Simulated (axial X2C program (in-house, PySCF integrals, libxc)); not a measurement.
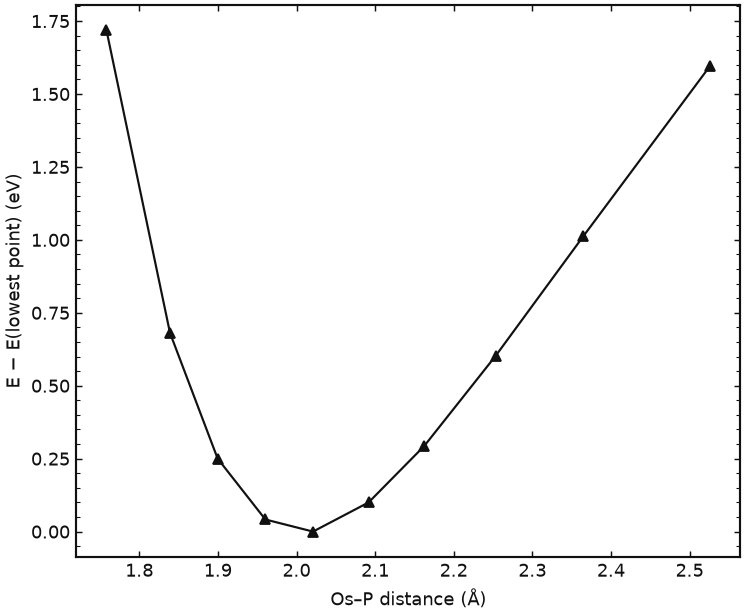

*Energy at 10 bond lengths, for one set of occupations held fixed; the line joins the points.*

A polynomial of degree 6 through 9 points gives rₑ = 2.008 Å, ωₑ = 597.2 cm⁻¹, ωₑxₑ = 4.2 cm⁻¹ and Bₑ = 0.1568 cm⁻¹. The minimum lies 3.80 eV below Os + P, each computed as one determinant at the same level.

## Run report: OsP, relativistic diatomic calculation

System: OsP, single determinant with Ω = 5/2.
Method: PBE0, two-component X2C with atomic mean-field Coulomb and Gaunt terms, Os dyall-cv3z, P dyall-v3z (cores contracted) (axial X2C program (in-house, PySCF integrals, libxc)).

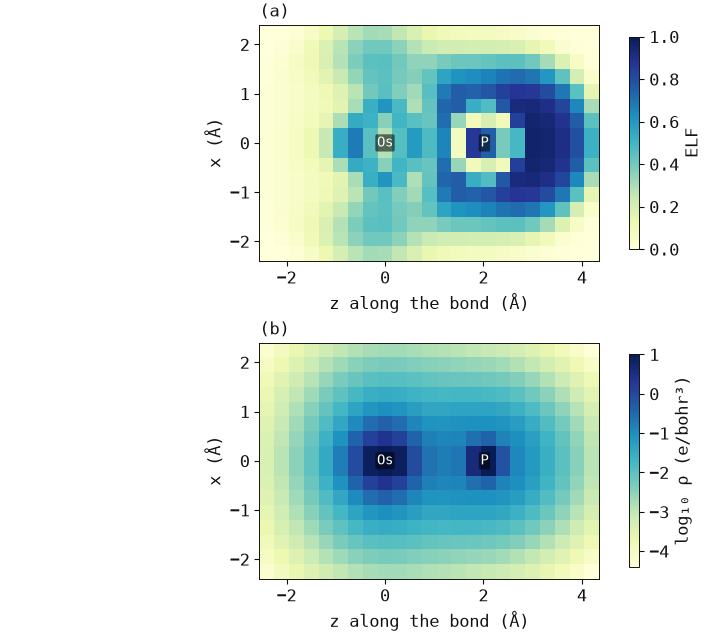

*(a) electron localisation function; (b) electron density on a logarithmic scale, in a plane that holds the axis, at 2.02 Å, on points 0.3 Å apart (one half computed, the other mirrored); the structure near the nuclei is finer than these points.*

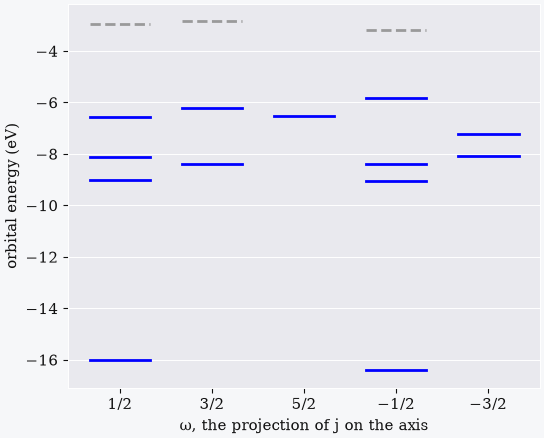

*Orbital energies near the frontier at 2.02 Å, filled (solid) and empty (dashed).*

The highest filled spinor (−1/2; 45 % Os s, 33 % Os d) lies at −5.85 eV, the lowest empty one (−1/2; 40 % P p, 24 % Os d) at −3.19 eV.

These pictures come from the run below.

### Input file
```
{"zs": [76, 15], "q": 0, "bas": ["dyall-cv3z", "dyall-v3z"], "levels": ["PBE0", "HF", "PW91"], "cc": true, "r0": 2.18, "thr": -2.0, "nmax": 90, "npts": 10, "nst": 2, "ntry": 6}
```

The line is the task of a batch: nuclear charges, charge, bases, the levels to run, a first guess of the distance and further settings. This report covers PBE0 with spin-orbit coupling. The log is that of the reference distance 2.021 Å.

The run was one of a batch that the task file lists, launched with:
```bash
python <driver script> task.json out
```

### Log
```
two-component X2C + atomic mean field  PBE0
basis functions 224  fitting functions 1173  grid points 5079
iter        total energy     max residual
   1     -17597.458654454     7.99e-01
   2     -17597.463728718     7.03e-04
   3     -17597.463728329     3.16e-04
   4     -17597.463727381     3.14e-04
   5     -17597.463729674     1.53e-04
   6     -17597.463730215     2.20e-05
   7     -17597.463730228     6.91e-06
   8     -17597.463730237     7.43e-06
   9     -17597.463730244     5.80e-06
  10     -17597.463730247     1.62e-06
  11     -17597.463730248     1.09e-06
converged
one-electron -24718.80855134  Coulomb 7206.04191603  exact exchange -90.45744669  xc functional -277.28988917  nuclear repulsion 298.49679389  atomic mean-field constant -15.44655296
```

### The points of the curve

| R (Å) | E (hartree) | dipole (D; origin at the first atom, positive when the second is positive) | highest filled (eV) | lowest empty (eV) |
| --- | --- | --- | --- | --- |
| 1.758 | −17597.400587 | −0.60 | −5.83 | −2.68 |
| 1.839 | −17597.438707 | −0.77 | −5.84 | −2.84 |
| 1.900 | −17597.454536 | −0.90 | −5.85 | −2.97 |
| 1.960 | −17597.462205 | −1.03 | −5.85 | −3.09 |
| 2.021 | −17597.463730 | −1.15 | −5.85 | −3.19 |
| 2.092 | −17597.460057 | −1.27 | −5.84 | −3.28 |
| 2.163 | −17597.452945 | −1.35 | −5.83 | −3.29 |
| 2.253 | −17597.441579 | −1.40 | −5.81 | −3.26 |
| 2.365 | −17597.426554 | −1.41 | −5.78 | −3.20 |
| 2.526 | −17597.405039 | −1.33 | −5.71 | −3.12 |

### Results in brief

| quantity | value |
| --- | --- |
| outcome | converged |
| bond length rₑ | 2.008 Å |
| ωₑ | 597.2 cm⁻¹ |
| energy at the minimum | −17597.46382 hartree |
| depth below the fragments | 3.80 eV |
| hardware | 1 thread of Arm Neoverse V1, 24 GiB of memory available, shared host |
| wall time | 15 s |
